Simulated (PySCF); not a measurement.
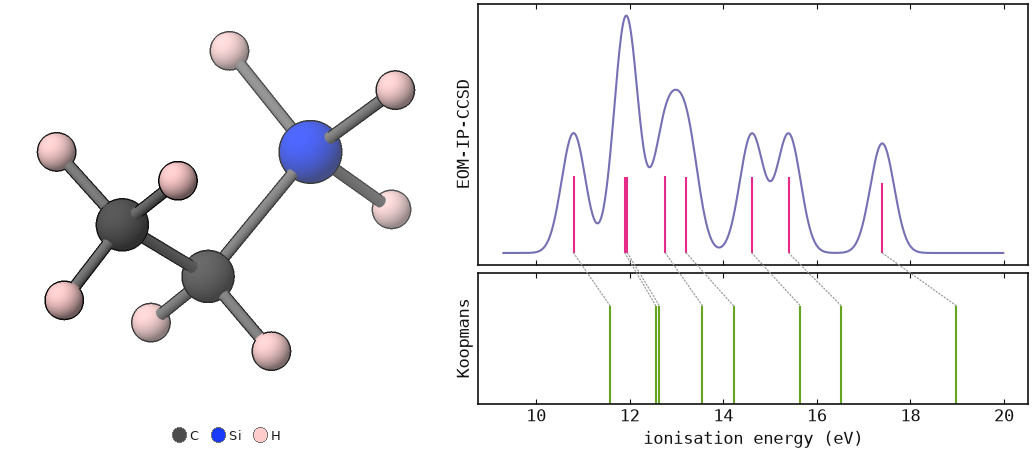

Valence photoelectron lines of C₂H₈Si, SMILES CC[SiH3]: vertical EOM-IP-CCSD/aug-cc-pVDZ (frozen core, PySCF 2.14.0, at a PBE0-D3(BJ)/def2-SVP geometry (no frequency check); 8 lines, one for each of the 8 highest orbitals, so a line of a deeper orbital can be missing among them) above, Hartree-Fock orbital energies with the sign turned below, non-relativistic; dotted lines join each line to its leading orbital. Stick heights are one-hole weights (summed over degenerate lines), not cross-sections; Gaussian width 0.60 eV.

What is the first vertical ionisation energy, and how far is Koopmans' value off?

10.80 eV from the HOMO; Koopmans gives 11.58 eV, 0.78 eV too high.

List the lines.

```tsv
hole	EOM-IP-CCSD (eV)	Koopmans (eV)	one-hole weight
HOMO	10.80	11.58	0.96
HOMO-1	11.90	12.56	0.95
HOMO-2	11.95	12.63	0.95
HOMO-3	12.76	13.55	0.96
HOMO-4	13.21	14.22	0.95
HOMO-5	14.61	15.65	0.95
HOMO-6	15.40	16.52	0.95
HOMO-7	17.40	18.98	0.87
```

Note: small basis, so the lines can lie some tenths of an eV too low.
